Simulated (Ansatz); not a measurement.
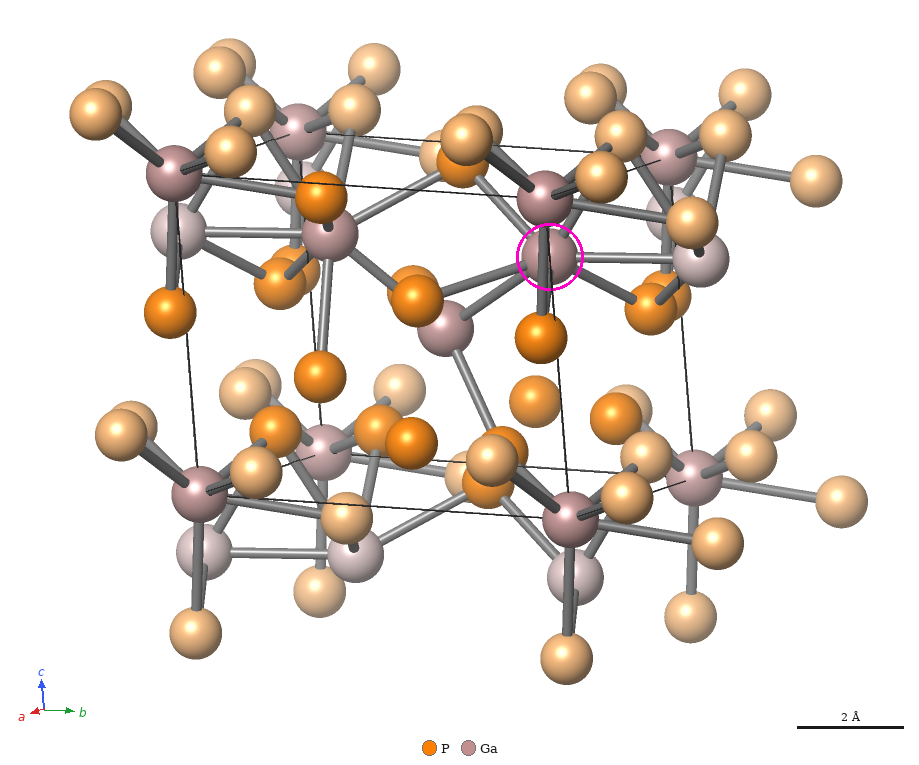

Drawn in the ball-and-stick manner and seen slightly off an axis. The parallelepiped is the simulation cell. Atoms of adjacent cells appear where they bond to atoms in the box, in fainter colours.

Cell constants: a = 7.264 Å, b = 7.272 Å, c = 6.437 Å, α = 92.75°, β = 76.55°, γ = 93.31°.

Contacts drawn as bonds: Ga–Ga up to 3.22 Å, Ga–P up to 2.98 Å (cut-off distances).

The composition is GaP₃.

### How many bonds does each kind of atom form?

The bond counts per atom are Ga 4 to 8 (mean 6.2) and P 0 to 3 (mean 1.6).

### Identify the circled atom and its coordination.

It is a gallium atom, bonded to five P and two Ga (about 2.8 to 2.9 Å to P, 2.9 to 3.1 Å to Ga).

### Is there crystalline order inside this cell?

No. The atoms show no order inside the cell (space group P1); it is a periodic model of a disordered solid.

Note that this is a made-up disordered cell, and that it hasn't been relaxed. Ansatz was used for an electronic-structure calculation on it.

At this level of theory the cell isn't at rest (forces up to 0.7 eV/Å), so its distances can differ from those at equilibrium, the more so the softer the solid.
